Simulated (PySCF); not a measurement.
# C6H9BSi: what the fields show

```yaml
atoms:
  - { symbol: C, position_ang: [3.3731, -0.5576, 0.6292] }
  - { symbol: C, position_ang: [2.2039, -0.5705, 0.9092] }
  - { symbol: Si, position_ang: [0.3816, -0.5640, 1.2893] }
  - { symbol: B, position_ang: [-0.6353, 0.1155, -0.2536] }
  - { symbol: C, position_ang: [-0.3844, 1.5416, -0.8117] }
  - { symbol: C, position_ang: [0.6411, 2.3235, -0.4691] }
  - { symbol: C, position_ang: [-1.7260, -0.7234, -0.9693] }
  - { symbol: C, position_ang: [-2.3855, -1.7485, -0.4282] }
  - { symbol: H, position_ang: [4.4002, -0.5526, 0.3975] }
  - { symbol: H, position_ang: [0.2654, 0.2578, 2.5166] }
  - { symbol: H, position_ang: [0.1216, -1.9517, 1.7310] }
  - { symbol: H, position_ang: [-1.0753, 1.9437, -1.5498] }
  - { symbol: H, position_ang: [1.3837, 1.9999, 0.2440] }
  - { symbol: H, position_ang: [0.7965, 3.3038, -0.8955] }
  - { symbol: H, position_ang: [-2.0168, -0.4402, -1.9789] }
  - { symbol: H, position_ang: [-3.1731, -2.2771, -0.9451] }
  - { symbol: H, position_ang: [-2.1777, -2.0883, 0.5746] }
```

Geometry: GFN2-xTB.

Computed with PBE0/pcSseg-1, SCF density, gas phase, non-relativistic (PySCF 2.14.0).

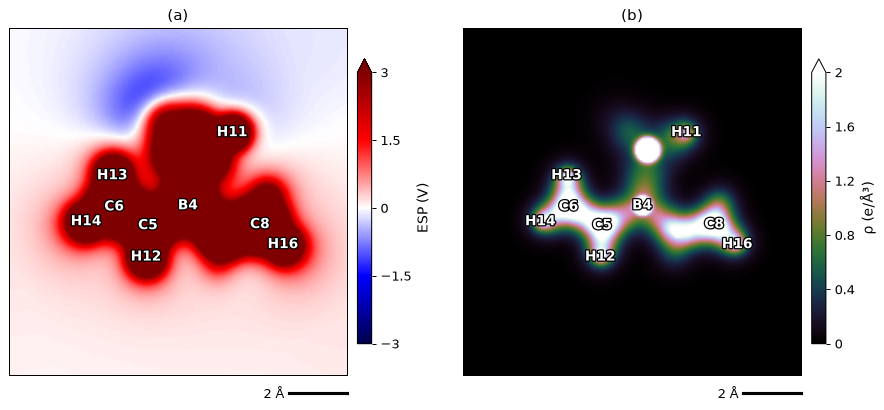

Figure 1. (a) molecular electrostatic potential; (b) electron density on the plane of atoms C6, C5 and H12.

Describe what can be read from this map.

Atoms in the plane: B, C and H.
C–B (1.55 Å): the density is about 1.4 e/Å³ at the midpoint.
C–H (1.08 Å): ρ is about 2.1 e/Å³ halfway.
C–C (1.33 Å): ρ is about 2.3 e/Å³ halfway.
Outside the dense part of the molecule the potential is most negative (−1.0 V) near C2, which lies off the plane.

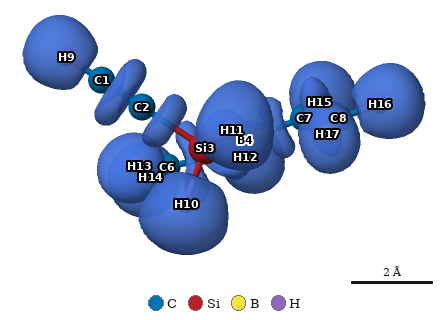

Figure 2. Isosurface of the ELF at 0.8 (blue), seen from one side. Core shells and regions of very low density are left out.

Describe the localisation domains.

At this value the surface marks out two regions between bonded B–C atoms (shared pairs), one region between bonded B–Si atoms (shared pairs), three regions between bonded C–C atoms (shared pairs), one region between bonded C–Si atoms (shared pairs) and nine regions around hydrogen nuclei. Along the contacts the grid gives the following. C–C (1.20 Å): the ELF peaks at about 0.85 between the atoms (a short, multiple covalent bond). C–B (1.55 Å): the ELF peaks at about 1 between the atoms, as expected for a shared electron pair.

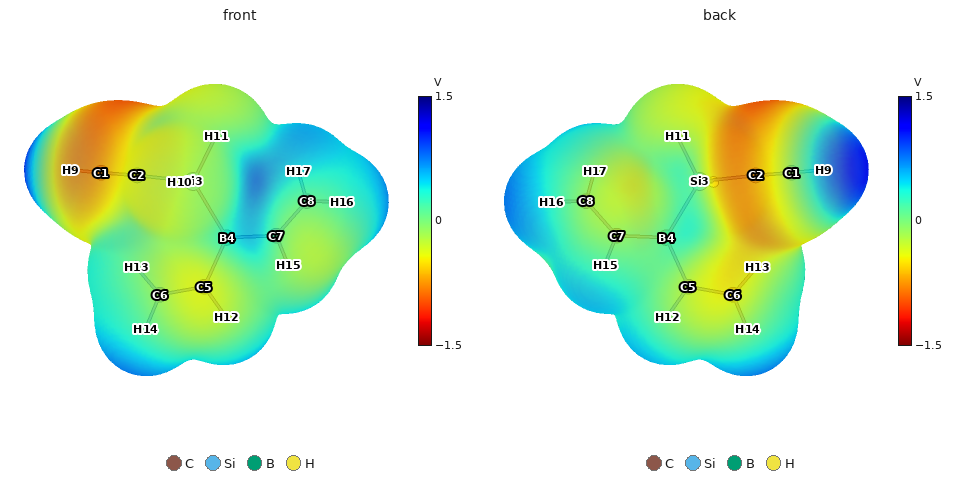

Figure 3. The electrostatic potential painted on the density surface at 0.001 e/bohr³, seen from the front and from behind; red is negative and blue positive.

Which sites attract a positive test charge, and which a negative one?

A positive charge is drawn to the negative regions and a negative charge to the positive ones. The most negative region (about −0.9 V, or −21 kcal/mol for a unit charge) lies over C1 and C2, the most positive (about +1.1 V, or +25 kcal/mol for a unit charge) over H9.

How polar is the molecule by this calculation?

Its dipole moment is 1.58 D.
